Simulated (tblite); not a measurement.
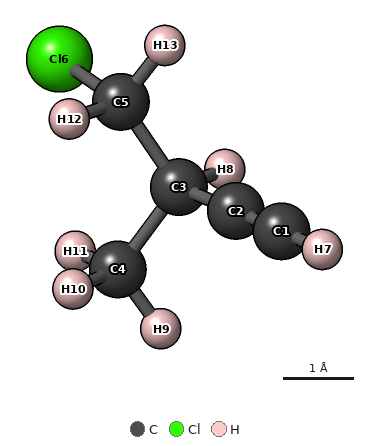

**Figure 1.** The structure as given in the input (ball-and-stick view, seen at a tilt; atoms are numbered from 1 in the order of the input).

**Molecular dynamics, with input and output: C₅H₇Cl (part 1 of 3)**

- system: C₅H₇Cl (4-chloro-3-methylbut-1-yne)
- method: GFN2-xTB Langevin dynamics, gas phase (tblite 0.8.0)

### Input file
```
{"job": {"kind": "md", "xc": "GFN2-xTB", "basis": "xTB", "temperature": 400, "steps": 2000, "every": 50}, "charge": 0, "multiplicity": 1}
C      2.341982    -0.947221     0.172407
C      1.251062    -0.550457    -0.117017
C     -0.083344    -0.071824    -0.441019
C     -1.133576    -0.861916     0.342065
C     -0.145738     1.422422    -0.121102
Cl    -1.681532     2.138716    -0.681937
H      3.298656    -1.303931     0.413220
H     -0.250699    -0.211792    -1.515731
H     -1.074180    -1.917226     0.087829
H     -0.967600    -0.753420     1.412036
H     -2.128629    -0.497123     0.099990
H     -0.088053     1.591169     0.954596
H      0.657262     1.963089    -0.623065
```

The first line tells a small driver script what to run in tblite; the rest is the geometry in Å.

Hardware: 1 CPU thread, shared host.

Launched with:
```bash
OMP_NUM_THREADS=1 python <driver script> task.json out
```

### What the program printed
```
t/fs     T/K      E/eV
    0.0   333.4   -510.31589
   25.0   268.2   -510.04788
   50.0   359.5   -509.92375
   75.0   285.3   -509.78644
  100.0   336.0   -509.79010
  125.0   418.8   -509.69234
  150.0   365.9   -509.80526
  175.0   249.5   -509.70909
  200.0   283.1   -509.75851
  225.0   318.6   -509.71613
  250.0   316.1   -509.55755
  275.0   301.2   -509.67711
  300.0   249.8   -509.67340
  325.0   263.4   -509.78243
  350.0   343.9   -509.82300
  375.0   351.9   -509.74310
  400.0   361.6   -509.77181
  425.0   306.0   -509.63185
  450.0   293.9   -509.58322
  475.0   405.6   -509.93847
  500.0   384.9   -509.66118
  525.0   354.2   -509.62686
  550.0   323.4   -509.63265
  575.0   402.2   -509.91054
  600.0   372.7   -509.83990
  625.0   313.7   -509.80103
  650.0   285.0   -509.77676
  675.0   352.9   -509.85275
  700.0   397.6   -509.95618
  725.0   331.4   -509.95546
  750.0   292.2   -509.83810
  775.0   329.6   -509.83897
  800.0   375.8   -509.73297
  825.0   338.8   -509.71852
  850.0   502.2   -509.97096
  875.0   318.8   -509.70858
  900.0   408.0   -509.95695
  925.0   400.5   -509.66947
  950.0   286.9   -509.79548
  975.0   299.5   -509.84278
 1000.0   375.3   -509.89629
```

### Trajectory as extended XYZ (Å, eV, eV/Å), 41 frames, from step=0 to step=40
```
13
Properties=species:S:1:pos:R:3:forces:R:3 step=0 time_fs=0.0 energy=-510.31589 temperature=333.4
C     2.3420   -0.9472    0.1724   -0.0003  -0.0047  -0.0020
C     1.2511   -0.5505   -0.1170   -0.0003   0.0014   0.0034
C    -0.0833   -0.0718   -0.4410    0.0038   0.0039  -0.0007
C    -1.1336   -0.8619    0.3421    0.0043  -0.0007  -0.0055
C    -0.1457    1.4224   -0.1211   -0.0001   0.0007   0.0020
Cl   -1.6815    2.1387   -0.6819    0.0012  -0.0064  -0.0039
H     3.2987   -1.3039    0.4132   -0.0001   0.0018  -0.0003
H    -0.2507   -0.2118   -1.5157   -0.0036   0.0025   0.0023
H    -1.0742   -1.9172    0.0878   -0.0033  -0.0038   0.0024
H    -0.9676   -0.7534    1.4120   -0.0041  -0.0001  -0.0062
H    -2.1286   -0.4971    0.1000    0.0026   0.0021   0.0058
H    -0.0881    1.5912    0.9546    0.0027   0.0036   0.0006
H     0.6573    1.9631   -0.6231   -0.0029  -0.0001   0.0022
13
Properties=species:S:1:pos:R:3:forces:R:3 step=1 time_fs=25.0 energy=-510.04788 temperature=268.2
C     2.3213   -0.9347    0.0895    1.6323  -0.8341   0.5248
C     1.2185   -0.5297   -0.0989   -0.8140   0.1225  -0.0489
C    -0.1119   -0.0123   -0.3844    0.4537  -0.2222  -0.0550
C    -1.2218   -0.8379    0.3168   -0.2897   0.2963  -0.2413
C    -0.1308    1.5018   -0.0434   -0.4483  -1.1513   0.0619
Cl   -1.6679    2.0444   -0.6857   -0.5848   0.8436  -0.0763
H     3.2788   -1.3741    0.3360   -0.9441   0.5398  -0.3268
H    -0.2376   -0.0429   -1.4686   -0.1266  -0.2374  -0.1933
H    -1.3060   -1.9280    0.0265    0.4878   1.3989   0.2237
H    -1.0134   -0.7298    1.3806   -0.2756  -0.3840   0.0494
H    -2.2001   -0.3519    0.0943    0.6605  -0.4544   0.1890
H    -0.0613    1.7326    1.0117   -0.1946  -0.1409   0.3073
H     0.6577    2.0212   -0.5496    0.4432   0.2233  -0.4145
13
Properties=species:S:1:pos:R:3:forces:R:3 step=2 time_fs=50.0 energy=-509.92375 temperature=359.5
C     2.2775   -0.9401    0.1278   -0.1844   0.5217  -0.2449
C     1.1751   -0.4887   -0.0361    0.8004  -0.7041  -0.1832
C    -0.1637   -0.0622   -0.3302   -0.1359   0.7335  -1.6614
C    -1.2404   -0.7098    0.4668   -1.3756  -1.4289  -0.5000
C    -0.2445    1.4350   -0.0229    1.1775   0.0216   0.7632
Cl   -1.7226    2.0716   -0.7368   -0.0863   0.4559   0.1584
H     3.3157   -1.1127    0.1661   -0.1882  -0.2020   0.2253
H    -0.4205   -0.2244   -1.4134    0.5896   0.0918   0.5614
H    -1.4520   -1.7419    0.0508    0.2877   0.9584   0.8292
H    -0.9326   -0.7299    1.4973   -0.2669  -0.3219   0.4194
H    -2.1737   -0.1233    0.3338    0.5030  -0.4607   0.3001
H    -0.2397    1.4216    1.1077   -0.2518   0.8807  -1.0108
H     0.6337    2.0268   -0.4107   -0.8691  -0.5460   0.3434
13
Properties=species:S:1:pos:R:3:forces:R:3 step=3 time_fs=75.0 energy=-509.78644 temperature=285.3
C     2.2828   -0.9913    0.1865   -1.9473   0.6702  -0.0239
C     1.1761   -0.5428   -0.0436    0.3910  -0.7558   0.0466
C    -0.2193   -0.1347   -0.3215   -0.0633   2.0124  -0.3198
C    -1.2630   -0.7884    0.5845    1.7261   0.5131   1.2228
C    -0.3278    1.4257   -0.1150    0.9319  -0.6689   0.5463
Cl   -1.8147    2.1718   -0.8288    0.6477  -0.4801   0.4843
H     3.1677   -1.3896    0.5902    0.0789   0.1387  -0.2813
H    -0.5733   -0.2587   -1.3503    0.6225  -0.5568  -0.1459
H    -1.3610   -1.7265    0.1641   -0.3574  -2.3555  -0.2316
H    -0.8810   -0.8594    1.6508   -0.7008   0.1688  -1.2232
H    -2.2142   -0.3194    0.4916   -0.4357   0.6696   0.2514
H    -0.2882    1.4793    0.9893   -0.3658   0.8483  -0.4657
H     0.5482    1.9484   -0.5460   -0.5279  -0.2038   0.1400
13
Properties=species:S:1:pos:R:3:forces:R:3 step=4 time_fs=100.0 energy=-509.79010 temperature=336.0
C     2.1320   -0.9774    0.3347    1.9931  -0.5415  -0.3319
C     1.0543   -0.6175   -0.0187   -0.1832   0.7330  -0.5624
C    -0.2573   -0.1116   -0.2896   -0.6487   2.0275  -0.4942
C    -1.1915   -0.8976    0.5874   -0.1037   0.8749   1.3805
C    -0.3276    1.4774   -0.1526   -1.0060  -1.5568  -0.5864
Cl   -1.8226    2.2097   -0.9475    0.6813  -0.6300   0.5131
H     3.1620   -1.2931    0.2940   -0.9576   0.1501   0.4613
H    -0.5346   -0.1044   -1.3381    0.1496  -1.2007  -0.4790
H    -1.0683   -1.9524    0.4095   -0.0372  -0.2213   0.1123
H    -0.9531   -0.6244    1.6473   -0.0569  -0.6030  -0.6665
H    -2.2095   -0.5959    0.4566   -0.6626   0.0032  -0.3311
H    -0.3100    1.7873    0.8416   -0.1744   0.5327   1.6340
H     0.4798    1.8994   -0.6792    1.0063   0.4320  -0.6496
13
Properties=species:S:1:pos:R:3:forces:R:3 step=5 time_fs=125.0 energy=-509.69234 temperature=418.8
C     2.0806   -0.9530    0.4123   -0.8075   0.1441   0.0336
C     1.0422   -0.4878    0.0384   -0.6816  -0.6384  -0.1851
C    -0.3335   -0.1484   -0.3104    0.2439   1.8800  -0.6532
C    -1.2924   -0.8461    0.6619   -0.7945  -1.7020  -3.3012
C    -0.3619    1.4199   -0.2577   -0.2856  -0.6867   1.0492
Cl   -1.7634    2.1825   -1.0150   -0.3584  -0.1007  -0.2122
H     2.8104   -1.4300    0.9602    0.9893  -0.1306   0.0995
H    -0.5854   -0.2040   -1.3752    0.1437  -1.3917   0.0436
H    -1.1714   -1.9854    0.5646   -0.2501   1.7031   0.1837
H    -1.1462   -0.5376    1.6127    0.9269   0.6849   2.9777
H    -2.3345   -0.5579    0.4493    0.3063  -0.3342  -0.3627
H    -0.3959    1.6981    0.7808    0.1405   0.4631   0.5317
H     0.5068    1.8274   -0.7390    0.4271   0.1089  -0.2047
13
Properties=species:S:1:pos:R:3:forces:R:3 step=6 time_fs=150.0 energy=-509.80526 temperature=365.9
C     2.0206   -0.8891    0.5451    2.6004  -0.0449  -0.0063
C     1.0012   -0.5192    0.0585   -1.7614  -0.1637  -0.4161
C    -0.3666   -0.1321   -0.3183    0.6392  -0.2795  -0.5214
C    -1.4255   -0.6518    0.6199   -0.8419  -1.4174   0.3422
C    -0.3062    1.3396   -0.2523   -0.0829   2.0575   0.8488
Cl   -1.7082    2.0822   -1.0719   -0.2019   0.1007   0.1337
H     3.1039   -0.9677    0.6266   -1.3087  -0.2047   0.2807
H    -0.5728   -0.3541   -1.3534    0.0245  -0.8173  -0.4645
H    -1.2128   -1.7396    0.7566   -0.3840   0.7675   0.2072
H    -1.3632   -0.1186    1.5586    0.2616  -0.2103   0.4105
H    -2.5061   -0.5513    0.3424    1.1248   0.0238  -0.4626
H    -0.3323    1.5607    0.8286   -0.1054   0.6623  -0.3243
H     0.5559    1.8558   -0.6897    0.0357  -0.4739  -0.0280
13
Properties=species:S:1:pos:R:3:forces:R:3 step=7 time_fs=175.0 energy=-509.70909 temperature=249.5
C     2.0234   -0.8210    0.4617   -2.4935  -0.1924  -0.0822
C     0.8590   -0.6596    0.1281    3.3296  -0.5148   1.2588
C    -0.3660   -0.1057   -0.2513   -1.2154   1.3683  -1.7958
C    -1.5312   -0.5995    0.5680   -0.4879   0.0284   2.1917
C    -0.2764    1.4500   -0.2485    0.5249  -0.2502  -0.4637
Cl   -1.7306    2.0069   -1.0814   -0.3172   0.4993   0.1898
H     2.6829   -1.3152    1.0951    0.8806  -0.0431  -0.1358
H    -0.6324   -0.3898   -1.2838    0.3636  -0.0529  -0.0853
H    -1.4783   -1.6800    0.7121    0.3954   0.0747   0.2932
H    -1.6169   -0.0786    1.5939    0.3110  -0.8491  -1.4464
H    -2.4757   -0.4828    0.0777   -0.4228   0.5845  -0.4017
H    -0.1705    1.7975    0.7680   -0.5532   0.2529   0.3972
H     0.5656    1.9375   -0.7933   -0.3150  -0.9055   0.0803
13
Properties=species:S:1:pos:R:3:forces:R:3 step=8 time_fs=200.0 energy=-509.75851 temperature=283.1
C     1.9556   -0.9641    0.5945    0.1302   0.2572  -0.8952
C     0.8512   -0.6186    0.2650    0.8987  -0.4039   0.1540
C    -0.4107   -0.1603   -0.2308   -0.4276   0.8557  -0.0834
C    -1.6144   -0.5700    0.5963   -1.1453  -0.1942   1.2276
C    -0.3097    1.4155   -0.2740    0.4625  -0.5036  -0.3486
Cl   -1.7611    2.0069   -1.0994   -0.0600   0.3498   0.1338
H     2.9835   -1.1491    0.4228   -0.2252  -0.1881   0.7572
H    -0.5033   -0.5780   -1.2417   -0.0513   0.3105  -0.0957
H    -1.8651   -1.6361    0.6880    0.9246  -0.0454  -0.3633
H    -1.3872   -0.2543    1.6477   -0.7124   0.0783  -0.8224
H    -2.6013   -0.2014    0.2027    1.1942   0.4475   0.4744
H    -0.1618    1.8717    0.7138   -0.6805  -0.3342   0.0048
H     0.5565    1.8103   -0.8397   -0.3079  -0.6296  -0.1432
13
Properties=species:S:1:pos:R:3:forces:R:3 step=9 time_fs=225.0 energy=-509.71613 temperature=318.6
C     1.9255   -1.1021    0.5422    0.2452  -0.1936   0.5652
C     0.8630   -0.5897    0.3990   -2.6391   0.2831  -0.6266
C    -0.4881   -0.2191   -0.1292    1.0932   0.2310   1.5215
C    -1.6515   -0.5962    0.7777   -0.8155  -0.9395   0.5562
C    -0.4251    1.2745   -0.3200    0.6779   1.3531   1.3829
Cl   -1.7824    2.0018   -1.1598   -0.4850   0.0092  -0.2288
H     2.6663   -1.4901    1.1365    1.2205  -0.3523   0.1400
H    -0.5610   -0.7498   -1.0324   -0.3340  -0.5007  -1.5185
H    -2.0058   -1.6213    0.7399    0.6795  -0.7422  -0.6741
H    -1.4421   -0.5368    1.8446    0.0982   0.9347  -0.0668
H    -2.5847   -0.1131    0.4793    0.4541   0.8060   0.2461
H    -0.3333    1.8025    0.6898   -0.3749  -0.7000  -0.9197
H     0.4703    1.5909   -0.8466    0.1798  -0.1889  -0.3774
13
Properties=species:S:1:pos:R:3:forces:R:3 step=10 time_fs=250.0 energy=-509.55755 temperature=316.1
C     1.8369   -1.1600    0.8121    0.1024   0.4805  -1.0908
C     0.7589   -0.7744    0.4207    0.6515   0.6936  -0.1782
C    -0.5378   -0.1901   -0.0494    0.6320  -3.0341   0.4919
C    -1.5620   -0.6717    0.9688   -1.6232  -0.7566  -0.5586
C    -0.4036    1.2284   -0.3887   -0.2238   2.5159   0.4394
Cl   -1.8486    2.0143   -1.2503    0.6833  -0.8044   0.2213
H     2.8964   -1.3759    0.7592   -1.1456  -0.1092   0.5862
H    -0.7036   -0.7467   -0.9979   -0.2289   0.2290   0.2226
H    -1.8762   -1.7008    0.8188    0.4610  -0.5729  -0.7844
H    -1.3150   -0.7402    1.9896    1.0215   0.8672   1.1832
H    -2.5269   -0.2057    0.9041   -0.2949   1.0513  -0.1760
H    -0.3021    1.9278    0.4592   -0.0018  -0.5627   0.1180
H     0.4812    1.3874   -0.9941   -0.0336   0.0025  -0.4745
13
Properties=species:S:1:pos:R:3:forces:R:3 step=11 time_fs=275.0 energy=-509.67711 temperature=301.2
C     1.7113   -1.2234    0.8509   -2.9482   1.2292  -1.4947
C     0.7004   -0.8031    0.3220    1.0079  -0.4311   0.8426
C    -0.6150   -0.2961   -0.0969    0.2813  -0.7463   1.0553
C    -1.5713   -0.6641    1.1112   -1.0913   0.5009   0.0958
C    -0.4838    1.2226   -0.3727   -0.0091  -0.3234  -0.6310
Cl   -1.8854    1.9219   -1.2427   -0.1378  -0.2341   0.0196
H     2.3522   -1.6525    1.5046    1.4739  -0.6500   0.6963
H    -0.9326   -0.8476   -1.0220    0.0632   0.6052   0.7190
H    -1.8782   -1.7064    1.3460    0.8617   0.3193  -1.0228
H    -1.3193   -0.2898    2.1156    0.7513   0.2396  -0.6593
H    -2.5168   -0.1660    0.8956   -0.1813   0.0967  -0.1842
H    -0.3160    1.9067    0.4401   -0.1880  -0.3295   0.9351
H     0.3724    1.3989   -1.0200    0.1164  -0.2765  -0.3717
13
Properties=species:S:1:pos:R:3:forces:R:3 step=12 time_fs=300.0 energy=-509.67340 temperature=249.8
C     1.5317   -1.2442    0.9097    3.0458  -1.1400   0.0164
C     0.6275   -0.8168    0.2740   -2.2062   0.2440  -0.6659
C    -0.7181   -0.3861   -0.1121   -0.0276   0.3759   2.3346
C    -1.6350   -0.4851    1.1626   -0.5755  -0.4004  -0.0798
C    -0.5489    1.1111   -0.3330    0.8221  -0.0028  -1.3044
Cl   -1.9020    1.8574   -1.1501   -0.6042   0.1976  -0.5196
H     2.5470   -1.6220    0.9041   -0.9292   0.3603   0.6502
H    -1.0353   -1.0074   -0.9791   -0.1569   0.7633   0.5865
H    -1.6742   -1.4851    1.5987    0.1629  -0.0021  -0.2789
H    -1.4099    0.2016    1.9899    0.7953  -0.1835  -0.4965
H    -2.6562   -0.1938    0.9383   -0.2100  -0.1838  -0.5492
H    -0.3929    1.7403    0.5295    0.0352  -0.4136   0.6765
H     0.3570    1.2121   -0.9434   -0.1516   0.3854  -0.3699
```
